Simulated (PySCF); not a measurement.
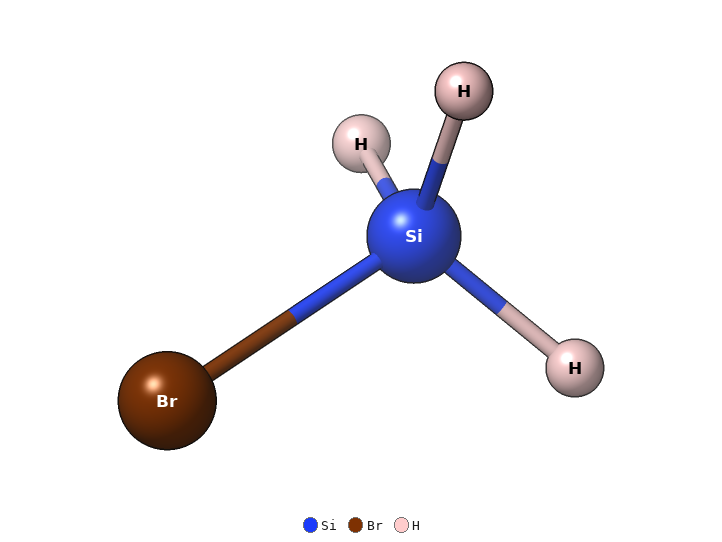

Distant atoms are faded towards the background colour. Computed geometry: PBE0-D3(BJ)/def2-SVP optimisation. No frequency run is at hand to confirm it as a minimum.

Which symmetry elements does this geometry have?

It has 1 C3 axis and 3 mirror planes, so the point group is C3v. The group has 6 operations. The geometry is achiral, and symmetry allows a dipole moment.
